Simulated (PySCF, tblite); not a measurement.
# C₄H₆N₂O₂SSi: infrared bands, NMR shifts and electronic excitations in gas and solvents

Aim: compute the infrared bands, NMR shifts and electronic excitations of C₄H₆N₂O₂SSi (`COC(=O)c1nnsc1[SiH3]`), and see what a dielectric continuum does where one was used.

Programs: tblite 0.8.0 and PySCF 2.14.0, with density-fitted response routines of our own. Each step states its level of theory. These are calculated values for one molecule, in the gas phase or a continuum, unless marked as measured. Atoms count from 0, in the outputs and in this text.

## Step 1: The starting structure

16 atoms, charge 0, multiplicity 1; geometry from: force field or distance geometry start.

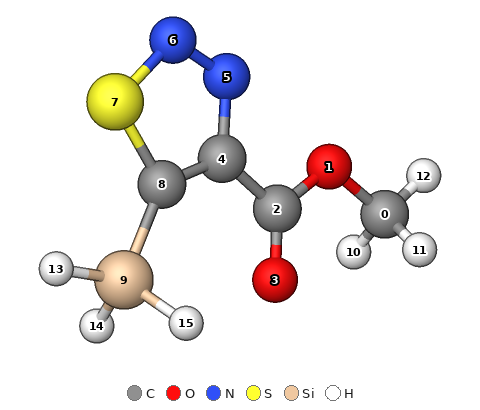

The starting geometry (carbon grey, oxygen red, nitrogen blue, sulfur yellow, silicon light orange, hydrogen white), atoms numbered.

## Step 2: Relaxing the molecule with GFN2-xTB

Job settings and geometry (Å):

```
{"job": {"kind": "relax", "xc": "GFN2-xTB", "basis": "xTB"}, "charge": 0, "multiplicity": 1}
C      2.992000    -0.779100     0.745000
O      2.096600     0.045800    -0.032100
C      0.784800    -0.206200     0.196600
O      0.352700    -1.040100     0.967400
C     -0.093900     0.653700    -0.605300
N      0.450300     1.597900    -1.488300
N     -0.470500     2.285900    -2.134100
S     -2.014100     1.832400    -1.715800
C     -1.483400     0.625900    -0.598900
Si    -2.796200    -0.324600     0.279600
H      2.838700    -1.834400     0.495400
H      2.826700    -0.608400     1.817700
H      4.005100    -0.495200     0.504500
H     -4.140000     0.121400    -0.153700
H     -2.670900    -1.758900    -0.041300
H     -2.685500    -0.107300     1.751800
```

Run with:

```bash
> OMP_NUM_THREADS=1 python probes_run.py task.json out
```

The driver reads the jobs from task.json and runs them one after another.

Standard output:

```text
step      E/eV     max force
  0    -831.18210    3.228
  1    -831.43189    0.861
  2    -831.45151    0.474
  3    -831.46023    0.293
  4    -831.46837    0.228
  5    -831.47896    0.220
  6    -831.48633    0.232
  7    -831.49259    0.217
  8    -831.49898    0.266
  9    -831.50603    0.251
 10    -831.51263    0.199
 11    -831.51751    0.175
 12    -831.52098    0.186
 13    -831.52424    0.191
 14    -831.52773    0.158
 15    -831.53128    0.184
 16    -831.53479    0.174
 17    -831.53837    0.169
 18    -831.54230    0.207
 19    -831.54647    0.177
 20    -831.55026    0.204
 21    -831.55338    0.191
 22    -831.55609    0.140
 23    -831.55893    0.177
 24    -831.56234    0.202
 25    -831.56606    0.179
 26    -831.56920    0.152
 27    -831.57186    0.160
 28    -831.57517    0.165
 29    -831.58019    0.226
 30    -831.58689    0.244
 31    -831.59244    0.164
 32    -831.59504    0.117
 33    -831.59643    0.112
 34    -831.59794    0.126
 35    -831.60031    0.148
 36    -831.60340    0.165
 37    -831.60637    0.153
 38    -831.60852    0.116
 39    -831.60985    0.098
 40    -831.61082    0.075
 41    -831.61158    0.062
 42    -831.61214    0.056
 43    -831.61248    0.048
 44    -831.61294    0.040
 45    -831.61332    0.046
 46    -831.61361    0.051
 47    -831.61379    0.037
 48    -831.61390    0.022
 49    -831.61397    0.021
 50    -831.61401    0.018
 51    -831.61404    0.012
 52    -831.61407    0.009
```

Run time: 0.49 s. Hardware: 1 thread of Arm Neoverse V1, shared host; peak memory 0.17 GiB.

Step by step: (not every step is listed)

```
step  energy from step 0 (eV)  largest force (eV/Å)
   0                   0.0000                3.2276
   1                  -0.2498                0.8607
   2                  -0.2694                0.4743
   3                  -0.2781                0.2933
   4                  -0.2863                0.2279
   5                  -0.2969                0.2195
   6                  -0.3042                0.2323
   7                  -0.3105                0.2172
   8                  -0.3169                0.2658
  11                  -0.3354                0.1755
  14                  -0.3456                0.1584
  17                  -0.3563                0.1688
  20                  -0.3682                0.2039
  23                  -0.3768                0.1771
  26                  -0.3871                0.1516
  29                  -0.3981                0.2261
  32                  -0.4129                0.1167
  35                  -0.4182                0.1479
  38                  -0.4264                0.1164
  41                  -0.4295                0.0619
  44                  -0.4308                0.0396
  47                  -0.4317                0.0373
  48                  -0.4318                0.0220
  49                  -0.4319                0.0214
  50                  -0.4319                0.0178
  51                  -0.4319                0.0115
  52                  -0.4320                0.0095
```

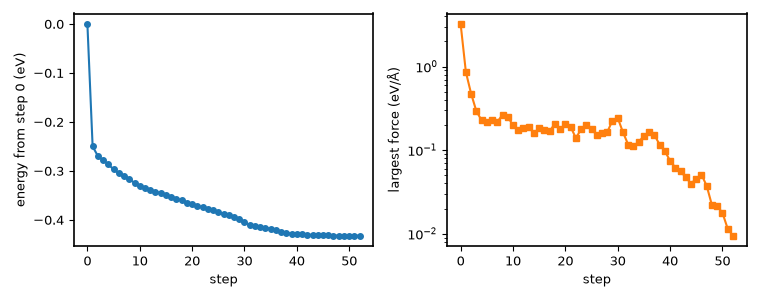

Energy and largest force along the relaxation.

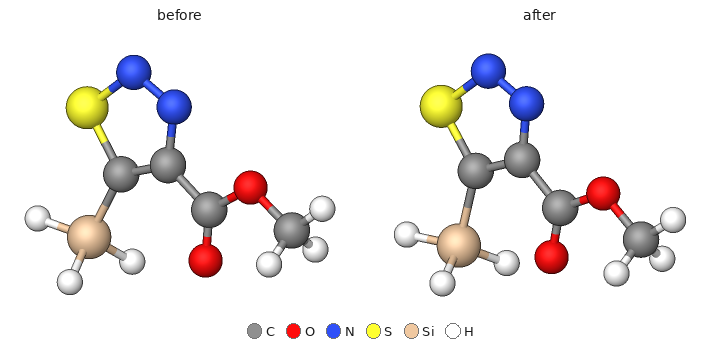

The geometry before (left) and after (right).

Close pairs (by a distance rule), those that changed most:

```
   bond  before (Å)  after (Å)  change (Å)
  N5–N6       1.318      1.248      -0.070
  C4–N5       1.403      1.346      -0.056
 C8–Si9       1.844      1.886      +0.043
Si9–H15       1.492      1.455      -0.038
  O1–C2       1.355      1.322      -0.033
  S7–C8       1.728      1.697      -0.031
  C0–O1       1.444      1.421      -0.023
Si9–H14       1.475      1.455      -0.020
```

The final coordinates are the input of the step that follows.

## Step 3: Infrared spectrum with GFN2-xTB

Job settings and geometry (Å):

```
{"job": {"kind": "ir", "xc": "GFN2-xTB", "basis": "xTB"}, "charge": 0, "multiplicity": 1}
C      2.757066    -0.855809     0.817239
O      1.982426     0.014151     0.002708
C      0.669774    -0.104735     0.103900
O      0.107547    -0.898647     0.837147
C     -0.101332     0.798454    -0.742869
N      0.387511     1.717734    -1.596254
N     -0.486233     2.366726    -2.207375
S     -2.050513     1.912358    -1.796658
C     -1.486547     0.743200    -0.703671
Si    -2.448021    -0.448895     0.397743
H      2.545190    -1.898295     0.569616
H      2.528434    -0.691416     1.872440
H      3.796174    -0.616047     0.608296
H     -3.849728    -0.123052     0.085353
H     -2.172167    -1.807144    -0.044652
H     -2.187180    -0.099639     1.785626
```

Standard output:

```text
mode    cm-1     km/mol
  1      62.4      1.54
  2      75.9      1.94
  3      98.8     12.92
  4     102.6      0.40
  5     147.6      0.35
  6     181.6      9.06
  7     235.4      4.53
  8     286.1     43.60
  9     299.9      2.66
 10     356.0      4.59
 11     383.8      7.21
 12     475.1      0.01
 13     518.4      2.93
 14     572.3     44.08
 15     574.3     90.86
 16     602.4     13.16
 17     623.7     31.73
 18     716.0    202.34
 19     732.3      3.47
 20     734.4     12.22
 21     813.2    137.05
 22     818.4    232.73
 23     838.6    138.07
 24     946.7     92.83
 25    1027.5     18.04
 26    1088.4     26.28
 27    1120.3      1.46
 28    1148.0      5.70
 29    1229.3    319.19
 30    1347.8     31.64
 31    1385.9      7.39
 32    1424.1    276.19
 33    1435.0    149.17
 34    1439.4     10.43
 35    1457.5      4.29
 36    1681.4    310.37
 37    2200.2    285.82
 38    2327.7     97.56
 39    2349.3    313.45
 40    2976.9     12.02
 41    2988.0     13.35
 42    3050.9      4.70
```

It took 0.73 s on 1 thread of Arm Neoverse V1, shared host; peak memory 0.17 GiB.

The strongest bands and the atoms that carry them (share of the mass-weighted mode):

```
cm⁻¹  km/mol                         atoms
 716   202.3            H14 41 %, H15 41 %
 818   232.7  H13 30 %, H14 21 %, H15 19 %
1229   319.2              C2 46 %, O1 28 %
1424   276.2              N6 44 %, N5 39 %
1435   149.2              C4 58 %, C8 27 %
1681   310.4              C2 63 %, O3 34 %
2200   285.8                      H13 96 %
2349   313.4            H15 51 %, H14 45 %
```

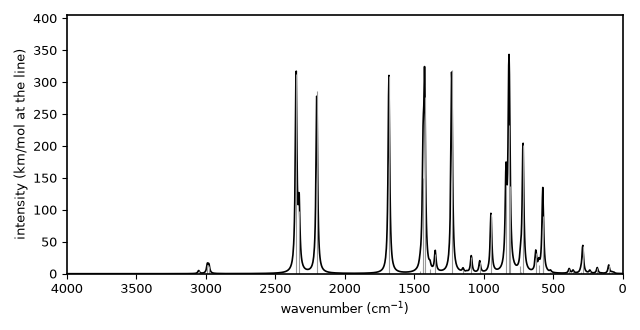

The infrared spectrum from these modes, unscaled. Lines are broadened to a width of 14 cm⁻¹ (Lorentzian).

## Step 4: Geometry optimisation at PBE0-D3(BJ)/def2-SVP

Job settings and geometry (Å):

```
{"job": {"xc": "PBE0", "basis": "def2-SVP", "d3": "d3bj", "grid": 1, "shake": 0.01, "kind": "geom"}, "charge": 0, "multiplicity": 1}
C      2.777480    -0.881370     0.821420
O      1.976750     0.009620     0.000550
C      0.649570    -0.107050     0.095250
O      0.140780    -0.896390     0.833620
C     -0.104140     0.791770    -0.753420
N      0.383600     1.722550    -1.598640
N     -0.476660     2.364730    -2.207130
S     -2.035050     1.917810    -1.801710
C     -1.488380     0.748610    -0.684320
Si    -2.450720    -0.451330     0.407770
H      2.536330    -1.901210     0.578440
H      2.534240    -0.690500     1.879140
H      3.767890    -0.605830     0.598700
H     -3.866410    -0.120290     0.092360
H     -2.176610    -1.817910    -0.044390
H     -2.187710    -0.085580     1.793100
```

Standard output:

```text
step   0  E = -1102.39907887  max force = 0.052023
step   1  E = -1102.40850641  max force = 0.006498
step   2  E = -1102.40837765  max force = 0.009303
step   3  E = -1102.40892501  max force = 0.004151
step   4  E = -1102.40901352  max force = 0.002290
step   5  E = -1102.40906680  max force = 0.001628
step   6  E = -1102.40908130  max force = 0.000909
step   7  E = -1102.40908803  max force = 0.000573
step   8  E = -1102.40909061  max force = 0.000278
optimisation converged
```

It took 3 min on 1 thread of Arm Neoverse V1, shared host; peak memory 0.85 GiB.

Relaxation path: (the energy doesn't fall at every step)

```
step  energy from step 0 (eV)  largest force component (eV/Å)
   0                   0.0000                          2.6751
   1                  -0.2565                          0.3341
   2                  -0.2530                          0.4784
   3                  -0.2679                          0.2135
   4                  -0.2703                          0.1178
   5                  -0.2718                          0.0837
   6                  -0.2722                          0.0467
   7                  -0.2724                          0.0295
   8                  -0.2724                          0.0143
```

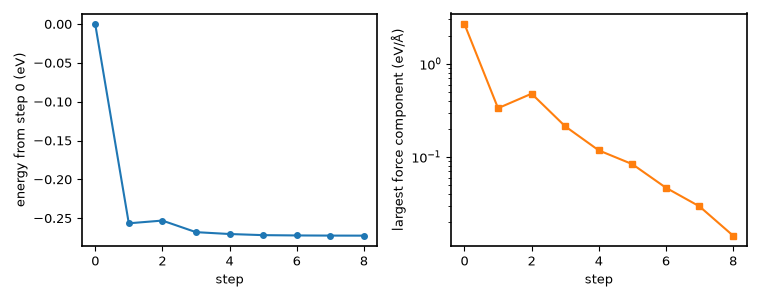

Energy and largest force along the relaxation.

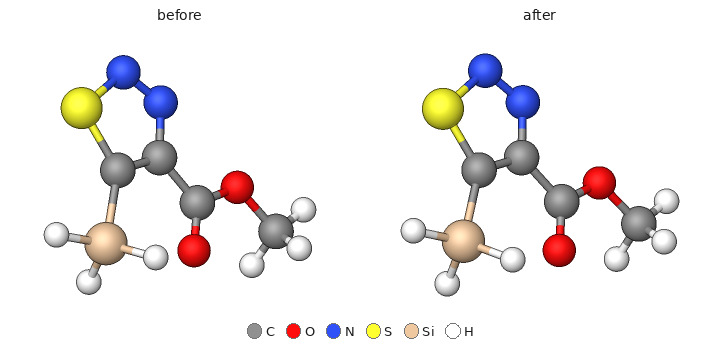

The geometry before (left) and after (right).

Close pairs (by a distance rule), those that changed most:

```
   bond  before (Å)  after (Å)  change (Å)
  N6–S7       1.671      1.726      +0.055
 C0–H12       1.052      1.095      +0.044
  C0–O1       1.452      1.419      -0.033
  C2–C4       1.448      1.477      +0.029
Si9–H15       1.457      1.486      +0.029
  N5–N6       1.234      1.260      +0.026
 C0–H10       1.076      1.100      +0.024
Si9–H14       1.465      1.486      +0.021
```

The end geometry stands in the next job.

```
                         at the end point                value
  point group (found at 0.08 Å tolerance)                   Cs
rotational constants (GHz, main isotopes)  1.515, 0.783, 0.521
                        dipole moment (D)                 2.02
```

## Step 5: Nuclear shieldings: PBE0/pcSseg-1

Job settings and geometry (Å):

```
{"job": {"kind": "nmr", "xc": "PBE0", "basis": "pcSseg-1"}, "charge": 0, "multiplicity": 1}
C      2.851434    -0.794060     0.752439
O      2.012422     0.038318    -0.032792
C      0.712989    -0.133481     0.131800
O      0.218814    -0.936698     0.891471
C     -0.119136     0.754445    -0.705826
N      0.392680     1.676279    -1.569368
N     -0.467856     2.344447    -2.203037
S     -2.063825     1.860660    -1.758171
C     -1.504392     0.702050    -0.662460
Si    -2.582717    -0.431598     0.398058
H      2.668384    -1.854413     0.525442
H      2.667797    -0.630298     1.824288
H      3.879922    -0.519122     0.494243
H     -3.992282    -0.075039     0.049369
H     -2.338281    -1.852382     0.036819
H     -2.354376    -0.153363     1.839896
```

Method: GIAO PBE0/pcSseg-1 NMR shielding, non-relativistic, gas phase.

Standard output:

```text
coarse grid: 15608 points
cycle   1  E = -1102.6207506215  dE =  1.819e+00  |g| = 8.852e-01  |ddm| = 4.115e+00
cycle   2  E = -1102.2784674610  dE =  3.423e-01  |g| = 1.601e+00  |ddm| = 2.124e+00
cycle   3  E = -1102.7513584683  dE = -4.729e-01  |g| = 2.842e-01  |ddm| = 1.584e+00
cycle   4  E = -1102.7646635731  dE = -1.331e-02  |g| = 1.106e-01  |ddm| = 2.874e-01
cycle   5  E = -1102.7667054628  dE = -2.042e-03  |g| = 3.050e-02  |ddm| = 9.053e-02
cycle   6  E = -1102.7668534533  dE = -1.480e-04  |g| = 1.618e-02  |ddm| = 4.496e-02
cycle   7  E = -1102.7669173850  dE = -6.393e-05  |g| = 2.563e-03  |ddm| = 1.995e-02
cycle   8  E = -1102.7669187356  dE = -1.351e-06  |g| = 1.115e-03  |ddm| = 3.346e-03
final grid: 145136 points
cycle   9  E = -1102.8453178336  dE = -7.720e-06  |g| = 1.469e-02  |ddm| = 3.135e-02
cycle  10  E = -1102.8452252753  dE =  9.256e-05  |g| = 2.511e-02  |ddm| = 3.320e-02
cycle  11  E = -1102.8453578711  dE = -1.326e-04  |g| = 3.929e-03  |ddm| = 2.497e-02
cycle  12  E = -1102.8453613655  dE = -3.494e-06  |g| = 5.236e-04  |ddm| = 3.987e-03
cycle  13  E = -1102.8453614193  dE = -5.379e-08  |g| = 1.542e-04  |ddm| = 5.472e-04
cycle  14  E = -1102.8453614245  dE = -5.157e-09  |g| = 5.476e-05  |ddm| = 1.880e-04
cycle  15  E = -1102.8453614250  dE = -5.159e-10  |g| = 3.045e-05  |ddm| = 7.882e-05
converged SCF energy = -1102.8453614250

GIAO shielding tensors (ppm)
atom      isotropic    diamagn.    paramagn.     s11        s22        s33       span
  0 C      131.203     242.907    -111.703    102.689    115.132    175.789     73.100
  1 O      145.506     398.488    -252.982    -37.435    230.124    243.828    281.262
  2 C       16.397     252.093    -235.695    -74.568     52.408     71.352    145.921
  3 O      -83.393     406.218    -489.612   -337.739   -208.368    295.927    633.666
  4 C       25.803     252.101    -226.298    -24.410     45.330     56.489     80.900
  5 N     -217.027     323.951    -540.977   -609.194   -207.474    165.588    774.781
  6 N     -230.731     321.182    -551.913   -563.260   -203.802     74.869    638.129
  7 S     -138.328    1056.782   -1195.110   -596.112     69.520    111.607    707.719
  8 C       20.652     262.642    -241.990    -76.020    -23.884    161.859    237.879
  9 Si     433.589     879.039    -445.450    415.815    433.549    451.402     35.587
 10 H       27.142      28.190      -1.048     23.447     25.096     32.882      9.435
 11 H       27.135      28.183      -1.048     23.450     25.091     32.866      9.416
 12 H       27.235      26.720       0.515     23.094     25.953     32.659      9.564
 13 H       26.597      27.333      -0.736     21.780     26.323     31.689      9.908
 14 H       26.407      28.288      -1.881     22.573     25.485     31.163      8.590
 15 H       26.407      28.278      -1.870     22.580     25.463     31.180      8.600
```

Run time: 58 s. Hardware: 1 thread of Arm Neoverse V1, shared host; peak memory 1 GiB.

Shifts follow as δ = σ(reference) − σ, with reference shieldings (ppm) from runs at the same level and on the same kind of geometry: ¹H TMS 31.27, ¹³C TMS 184.4, ²⁹Si TMS 352.0, ¹⁵N NH3 265.7, ¹⁷O H2O 334.6, ³³S CS2 496. The references are single molecules in the gas phase, so shifts against H2O, NH3, PH3, H3PO4 or CFCl3 are not on the usual liquid scales and can be off by tens of ppm. Atoms listed in one row are averaged.

```
        atoms                                          environment  σ (ppm)  δ (ppm)  δ scaled to CDCl3
           C2                                ester carbonyl carbon     16.4    168.0              162.6
           C8  substituted aromatic carbon next to the ring sulfur     20.7    163.8              154.9
           C4  substituted aromatic carbon next to a ring nitrogen     25.8    158.6              153.5
           C0                            methyl carbon bonded to O    131.2     53.2               51.2
H13, H14, H15                    hydrogen on a silicon bonded to C    26.47     4.80                  –
H10, H11, H12              hydrogen on a methyl carbon bonded to O    27.17     4.10               4.10
           O3                                ester carbonyl oxygen    -83.4    418.0                  –
           O1                                  ester alkoxy oxygen    145.5    189.1                  –
           N6                   pyridine-type nitrogen of an azole   -230.7    496.4                  –
           N5                   pyridine-type nitrogen of an azole   -217.0    482.7                  –
           S7                                 aromatic ring sulfur     -138      634                  –
          Si9                             silicon bonded to C, 3 H    433.6    -81.6                  –
```

The scaled column applies a straight-line fit of computed shieldings to shifts measured in CDCl3, with any fitted terms for Cl, Br or S neighbours (root-mean-square error 0.21 ppm for H, 2.0 ppm for C).

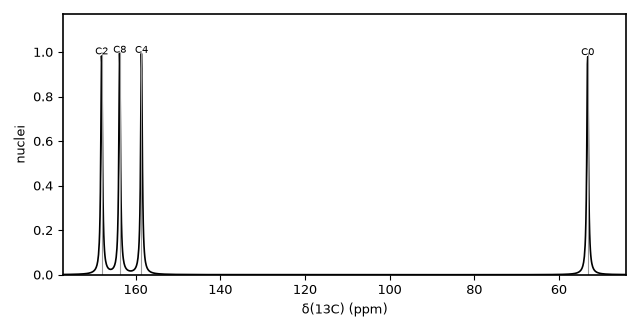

¹³C lines at the computed shifts, without couplings. Lines are broadened to a width of 0.46 ppm (Lorentzian).

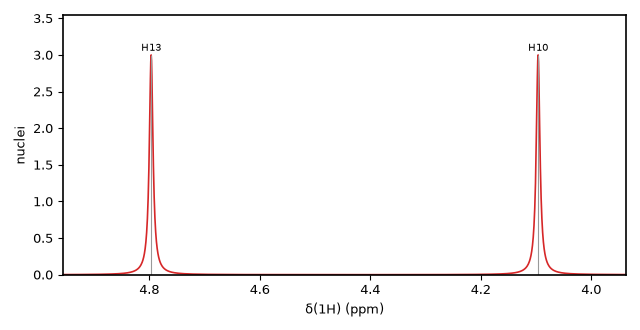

¹H lines at the computed shifts, without couplings. Lines are broadened to a width of 0.01 ppm (Lorentzian).

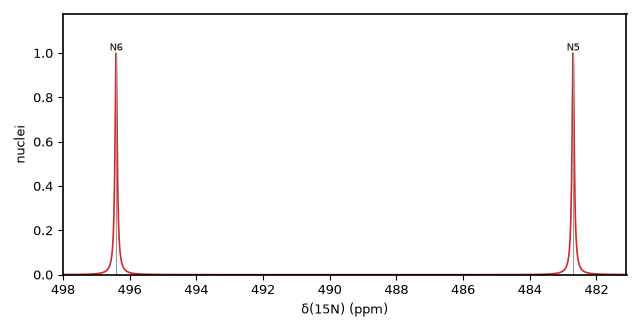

¹⁵N lines at the computed shifts, without couplings. Lines are broadened to a width of 0.08 ppm (Lorentzian).

Charges from the same density, by scheme (e):

```
atoms  Mulliken    IAO  Hirshfeld  ESP fit
   C0     -0.04  -0.21      -0.03    -0.09
   O1     -0.44  -0.30      -0.09    -0.34
   C2      0.60   0.51       0.21     0.53
   O3     -0.44  -0.47      -0.23    -0.49
   C4      0.11   0.00       0.00     0.47
   N5     -0.20  -0.10      -0.09    -0.35
   N6     -0.25  -0.26      -0.10    -0.13
   S7      0.45   0.47       0.18     0.21
   C8     -0.60  -0.42      -0.11    -0.30
  Si9      0.63   0.61       0.30     0.30
```

Mulliken charges:

C0 -0.04; O1 -0.44; C2 0.60; O3 -0.44; C4 0.11; N5 -0.20; N6 -0.25; S7 0.45; C8 -0.60; Si9 0.63; H10 0.13; H11 0.13; H12 0.14; H13 -0.11; H14 -0.05; H15 -0.05

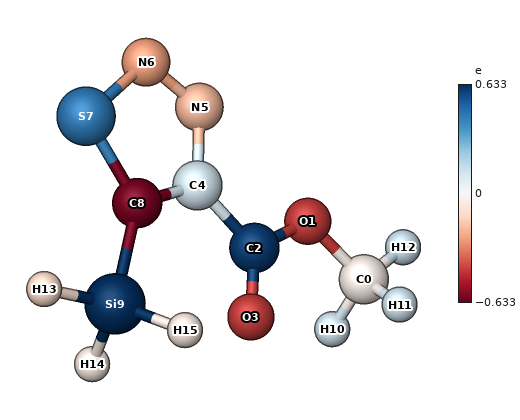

Mulliken charges, as colours on the atoms.

Mayer bond orders: C0–O1 0.86, O1–C2 1.15, C2–O3 1.84, C2–C4 0.98, C4–N5 1.25, N5–N6 1.59, N6–S7 1.07, S7–C8 1.32, C8–Si9 0.78, C8–C4 1.38.

Ring of atoms C4, N5, N6, S7, C8: NICS(0) -12.6, NICS(1) -13.6, NICS(1)zz -31.5 ppm (means of both faces).

The fields below are evaluated on a grid from the run's orbitals.

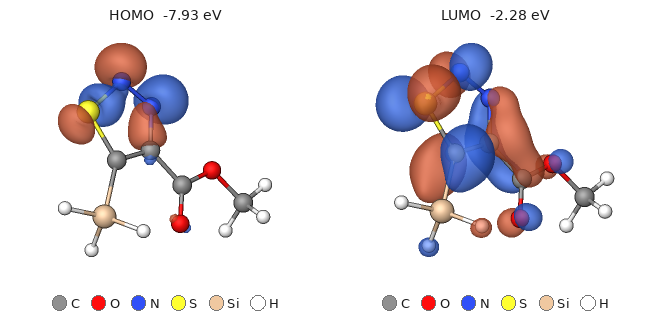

PBE0/pcSseg-1 orbitals near the gap, drawn at the value that encloses 70 % of each; the two colours are the two signs.

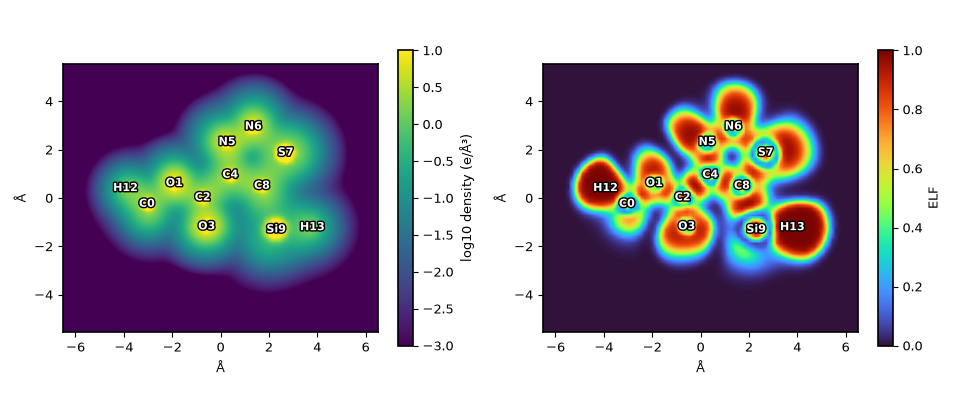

Density (left) and ELF (right) in a plane through or near 12 of the atoms.

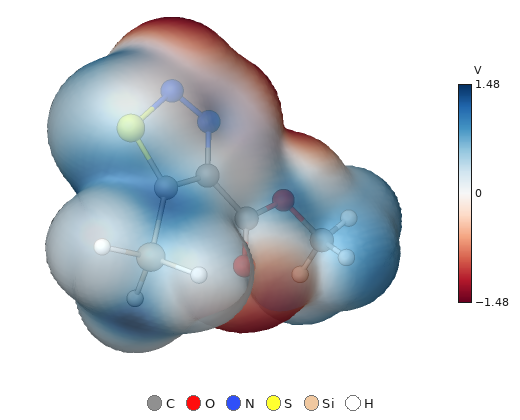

Electrostatic potential on the surface of density 0.002 e/bohr³; red is low, blue high. It runs from -1.48 V near N5 to 1.14 V near H13.

[end of part 1 of 2]
